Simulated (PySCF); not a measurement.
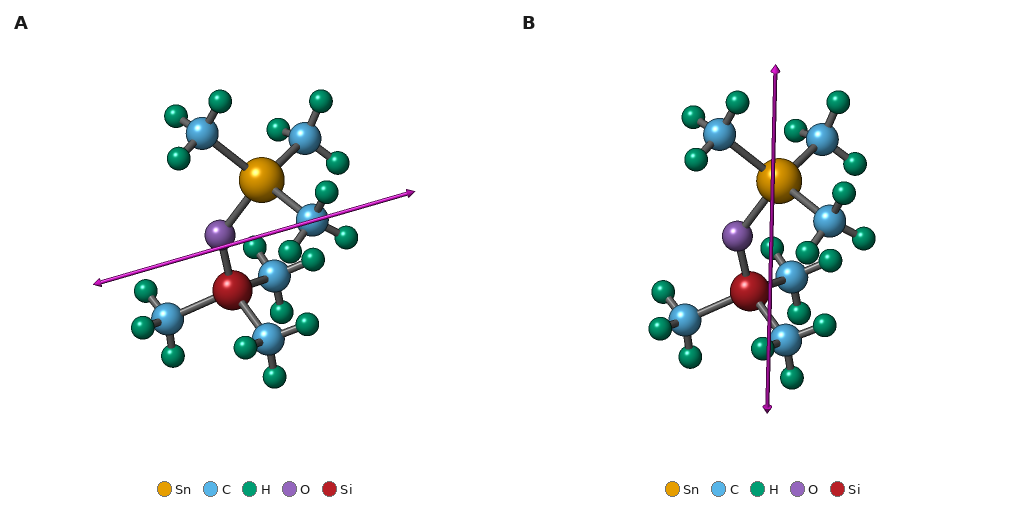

The double arrows show the directions of two transition dipoles from the ground state (lengths mean nothing). The computed structure is the end point of a PBE0-D3(BJ)/def2-SVP optimisation. No frequency run is at hand to confirm it as a minimum. Level of theory: TDDFT B3LYP/def2-SVPD, vertical, gas phase, core orbitals frozen in the response, core potentials on Sn (PySCF 2.14.0).

One belongs to singlet state 4 and one to singlet state 8. Which is which?

A: state 8, 7.14 eV (174 nm), oscillator strength 0.019, mainly HOMO → LUMO+3 (weight 0.72).
B: state 4, 6.75 eV (184 nm), oscillator strength 0.039, mainly HOMO−1 → LUMO+1 (weight 0.57).
